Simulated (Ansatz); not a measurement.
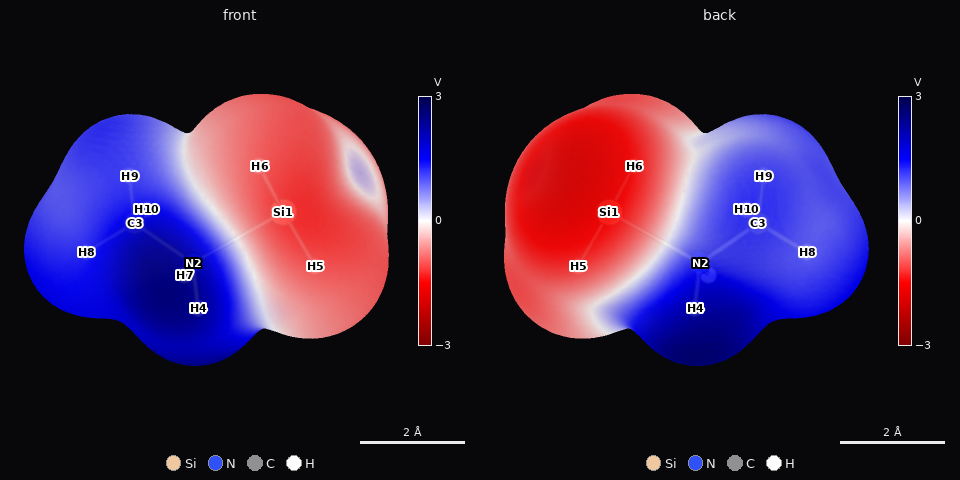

Figure. CH7NSi. The electrostatic potential painted on the density surface at 0.002 e/bohr³, seen from the front and from behind; red is negative and blue positive.

The product side of a reaction path; geometry: PBE0-D4/def2-TZVP.

Level of theory: RKS PBE0-D4/def2-TZVPP (Ansatz).

```xyz
10

Si   -1.2009    1.2534    0.5028
N     0.0844    0.0927   -0.5257
C     0.2947   -1.2175    0.1014
H    -0.2922   -0.0212   -1.4614
H    -0.7579    2.4358   -0.3609
H    -0.0961    1.4786    1.5371
H     0.9619    0.5928   -0.6171
H     0.9596   -1.8518   -0.4883
H     0.7208   -1.0607    1.0916
H    -0.6743   -1.7020    0.2204
```

> Describe the electrostatic potential map.

The most negative region (about −1.9 V) lies over H5, the most positive (about +2.7 V) over H4 and H7.
